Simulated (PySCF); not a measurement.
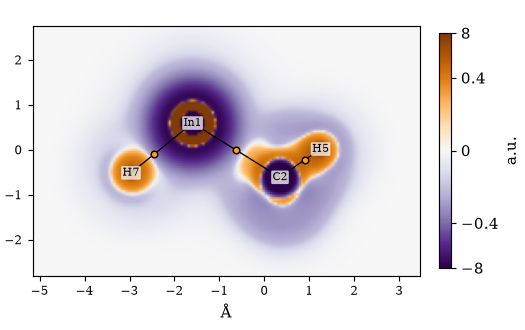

*[InMeH3]- (CH6In, charge −1). Negative Laplacian of the density (−∇²ρ) in the plane of In1, C2, H5 and H7 (orange positive, purple negative, colour scale in a.u., logarithmic beyond ±0.04), with bond paths and bond critical points (dots).*

Method: B3LYP/def2-SVPD; geometry: GFN2-xTB; program: PySCF. Core potentials replace the inner electrons of In; spin–orbit coupling isn't included. No frequency check shows the geometry to be a minimum. GFN2-xTB bond lengths at metals and heavier atoms can be off by up to 0.1 Å and shapes distorted, which carries into these values.

Input

```python
import numpy as np
from pyscf import gto, scf, dft
from pyscf.scf import atom_ks, atom_hf
from scipy.linalg import block_diag

def solve(mol, dm0=None, hcore=None):
    mf = (dft.UKS if mol.spin else dft.RKS)(mol, xc='b3lyp')
    mf.grids.level = 3
    mf = mf.density_fit(auxbasis='def2-universal-jkfit')
    mf.conv_tol, mf.max_cycle = 1e-8, 80
    if hcore is not None:
        mf.get_hcore = lambda *args: hcore
    mf.kernel(dm0)
    if not mf.converged:
        mf = mf.newton().run(mf.mo_coeff, mf.mo_occ, max_cycle=30)
    assert mf.converged, 'SCF not converged'
    return mf

mol = gto.M(atom='''
In    -0.33061     0.00000     0.00000
C      1.95841     0.00005     0.00000
H      2.39373     0.80483     0.61060
H      2.39369     0.12622    -1.00239
H      2.39364    -0.93136     0.39180
H     -0.91057    -1.28242    -1.06266
H     -0.91044     1.56158    -0.57932
H     -0.91052    -0.27900     1.64199
''', basis='def2-svpd', ecp={'In': 'def2-svpd'}, charge=-1, spin=0, verbose=4)
mf = solve(mol)
mf.analyze()
# spherically averaged free atoms, for the promolecule
atom_ks.AtomSphAverageRKS.init_guess_by_vsap = lambda self, mol=None: self.init_guess_by_minao(mol)  # core potentials
atm = atom_ks.get_atm_nrks(mol, xc='b3lyp')
pro = block_diag(*[(atm[a[0]][2] * atm[a[0]][3]) @ atm[a[0]][2].T for a in mol._atom])
np.savez('result.npz', e=mf.e_tot, c=mf.mo_coeff, occ=mf.mo_occ, eps=mf.mo_energy, pro=pro, dip=mf.dip_moment(verbose=0), s2=mf.spin_square()[0])
```

Run with:

```sh
OMP_NUM_THREADS=1 python input.py
```

The run took 18 s on 1 thread of Intel(R) Xeon(R) Processor @ 2.50GHz (Skylake/Cascade Lake), with other jobs on the host, peak memory 0.41 GiB.

Partitions, critical points and surface values were worked out afterwards from this run's density.

### At which bond critical points in this plane is charge locally concentrated, and at which depleted?

Concentrated (∇²ρ < 0): C2–H5 (−0.87 a.u.). Depleted (∇²ρ > 0): In1–H7 (+0.17 a.u., H = −0.030); In1–C2 (+0.17 a.u., H = −0.018).

### Where along In1–H7 does the critical point lie?

1.11 Å from In1 and 0.66 Å from H7.
